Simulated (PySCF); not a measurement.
# One shape, several levels: SnH3ClO2 (SMILES [OH][SnH]([OH])[Cl])

We compute a comparison of 3 runs (HF/STO-3G, PBE0/def2-SVP, CCSD(T)/def2-SVP) of SnH3ClO2. The job is set up through a Python script.

The results are computed with PySCF 2.14.0.

### 1 The system as given

SnH3ClO2 has 7 atoms, charge 0, and is taken as a singlet. As SMILES, `[OH][SnH]([OH])[Cl]`. Geometry: relaxed at PBE0-D4/def2-TZVP. This is one conformer, not always the lowest.

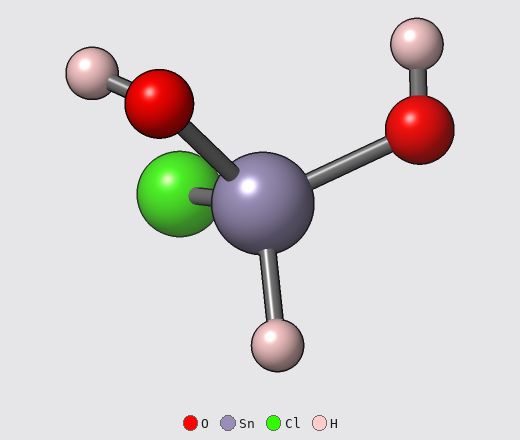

Viewed from a chosen angle; oxygen red, tin purple, chlorine green, hydrogen pink.

### 2 Energy and forces at HF/STO-3G (run 1)

The input, run.py:

```python
import pyscf.grad
from pyscf import gto

mol = gto.M(
    atom='''
O     -0.486793     2.869738    -1.171252
Sn    -0.193130    -0.115273     0.962249
O      3.044916    -1.675242     0.230925
Cl    -3.434955    -2.759567    -0.375489
H     -1.918639     2.783189    -2.285624
H     -0.335804     0.473943     4.094281
H      3.440057    -1.705478    -1.541450
''',
    max_memory=1860,
    verbose=4,
    charge=0,
    unit='bohr',
    basis='sto-3g',
)

mf = mol.RHF()
mf.conv_tol = 1e-10
mf.kernel()
if not mf.converged:
    mf = mf.newton().run(mf.mo_coeff, mf.mo_occ)

e_final = mf.e_tot
print('E(%s) = %.9f' % ('HF', e_final))
grad = mf.Gradients().kernel()
mf.analyze()
```

Launch:

```console
$ OMP_NUM_THREADS=1 python run.py
```

Output:

```text
PySCF version 2.14.0

[... 81 lines left out ...]
Two-electron Coulomb Energy =         3242.168556667693792
[... 11 lines left out ...]
MO #9   energy= -26.6696515012971  occ= 2
[... 9 lines left out ...]
MO #19  energy= -7.74114385290109  occ= 2
[... 9 lines left out ...]
MO #29  energy= -0.972278559357458 occ= 2
[... 9 lines left out ...]
MO #39  energy= -0.395876736806659 occ= 2
[... 9 lines left out ...]
MO #49  energy= 0.71312541300715   occ= 0
[... 59 lines left out ...]
Dipole moment(X, Y, Z, Debye):  0.72020,  1.47766,  0.34484
```

Wall time 11 s (1 thread of Intel Xeon at 2.50GHz (Skylake/Cascade Lake), shared host); peak memory 0.12 GiB.

### 3 Energy and gradient at PBE0/def2-SVP (core potential) (run 2)

The input, run.py:

```python
import pyscf.grad
from pyscf import gto, dft

mol = gto.M(
    atom='''
O     -0.257600     1.518600    -0.619800
Sn    -0.102200    -0.061000     0.509200
O      1.611300    -0.886500     0.122200
Cl    -1.817700    -1.460300    -0.198700
H     -1.015300     1.472800    -1.209500
H     -0.177700     0.250800     2.166600
H      1.820400    -0.902500    -0.815700
''',
    basis='def2-svp',
    verbose=4,
    max_memory=1860,
    spin=0,
    ecp={'Sn': 'def2-svp'},
)

myscf = dft.RKS(mol)
myscf.xc = 'pbe0'
myscf.grids.level = 5
myscf.conv_tol = 1e-10
myscf.kernel()
if not myscf.converged:
    myscf = myscf.newton().run(myscf.mo_coeff, myscf.mo_occ)

e_final = myscf.e_tot
print(f'total energy: {e_final:.8f} hartree')
grad = myscf.Gradients().kernel()
dip = myscf.dip_moment()
pop, q = myscf.mulliken_pop()
```

Launch:

```console
$ OMP_NUM_THREADS=1 python run.py
```

Output:

```text
PySCF version 2.14.0

[... 76 lines left out ...]
converged SCF energy = -826.235356848202
total energy: -826.23535685 hartree
[... 14 lines left out ...]
Dipole moment(X, Y, Z, Debye): -0.41572,  0.68019, -0.27172
[... 95 lines left out ...]
charge of    6H =      0.20547
```

It took 61 s on 1 thread of Intel Xeon at 2.50GHz (Skylake/Cascade Lake), shared host; peak memory 0.85 GiB.

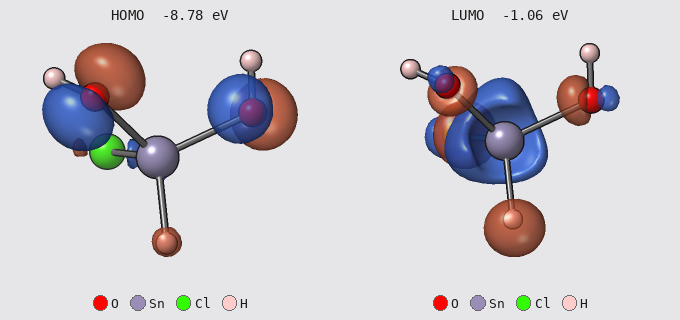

Frontier orbitals of this run, surfaces at ±0.2 Å^-3/2.

### 4 A single-point energy at CCSD(T)/def2-SVP (core potential) (run 3)

The input, input.py:

```python
# [OH][SnH]([OH])[Cl]
from pyscf import gto, scf, cc

mol = gto.M(
    atom='''
O     -0.257600     1.518600    -0.619800
Sn    -0.102200    -0.061000     0.509200
O      1.611300    -0.886500     0.122200
Cl    -1.817700    -1.460300    -0.198700
H     -1.015300     1.472800    -1.209500
H     -0.177700     0.250800     2.166600
H      1.820400    -0.902500    -0.815700
''',
    max_memory=1860,
    verbose=3,
    ecp={'Sn': 'def2-svp'},
    charge=0,
    basis='def2-svp',
)

mf = scf.RHF(mol)
mf.conv_tol = 1e-10
mf.kernel()
if not mf.converged:
    mf = mf.newton().run(mf.mo_coeff, mf.mo_occ)

mycc = cc.CCSD(mf, frozen=11)
mycc.kernel()
e_t = mycc.ccsd_t()
e_tot = mycc.e_tot + e_t
print('E = %.10f Eh' % e_tot)
mf.analyze()
```

Launch:

```console
$ OMP_NUM_THREADS=1 python input.py
```

Output:

```text
converged SCF energy = -824.1127784541
[... 15 lines left out ...]
MO #12  energy= -1.41328392161268  occ= 2
[... 14 lines left out ...]
MO #27  energy= -0.477246149377394 occ= 2
[... 14 lines left out ...]
MO #42  energy= 0.57622820331587   occ= 0
[... 14 lines left out ...]
MO #57  energy= 1.2871143619818    occ= 0
[... 14 lines left out ...]
MO #72  energy= 2.55796545965895   occ= 0
[... 14 lines left out ...]
MO #87  energy= 52.4816164661029   occ= 0
[... 8 lines left out ...]
Dipole moment(X, Y, Z, Debye): -0.67732,  0.63878, -0.15387
```

Run time: 51 s. Hardware: 1 thread of Intel Xeon at 2.50GHz (Skylake/Cascade Lake), shared host; peak memory 0.45 GiB.

### 5 Overview of the runs

| run | level | core potential | integration grid | energy (Eh) | dipole moment (D) of the reference | HOMO energy (eV) | LUMO energy (eV) | wall time |
| --- | --- | --- | --- | --- | --- | --- | --- | --- |
| 1 | HF/STO-3G | – | – | -6567.396039 | 1.68 | -9.29 | 7.84 | 11 s |
| 2 | PBE0/def2-SVP (core potential) | def2-svp | 5 | -826.235357 | 0.84 | -8.78 | -1.06 | 61 s |
| 3 | CCSD(T)/def2-SVP (core potential) | def2-svp | – | -824.777653 | 0.94 | -12.52 | 2.72 | 51 s |

### 6 Results

```
                                           quantity          value
                                run 3: total energy  -824.77765 Eh
        run 3: dipole moment (Hartree–Fock density)         0.94 D
         run 3: HOMO energy (Hartree–Fock orbitals)      -12.52 eV
         run 3: LUMO energy (Hartree–Fock orbitals)        2.72 eV
       run 3: HOMO–LUMO gap (Hartree–Fock orbitals)       15.24 eV
run 3: correlation energy (11 core orbitals frozen)     -664.9 mEh
                              run 3: (T) correction     -14.54 mEh
                               run 3: T1 diagnostic          0.011
```

**Reading.** Some runs of one species differ in core potentials or relativity; totals across that change don't compare. In run 1 the basis is minimal, so the values are rough. In run 1 relativity is left out where basis or elements ask for it. All runs together took 2 min, the longest 61 s.
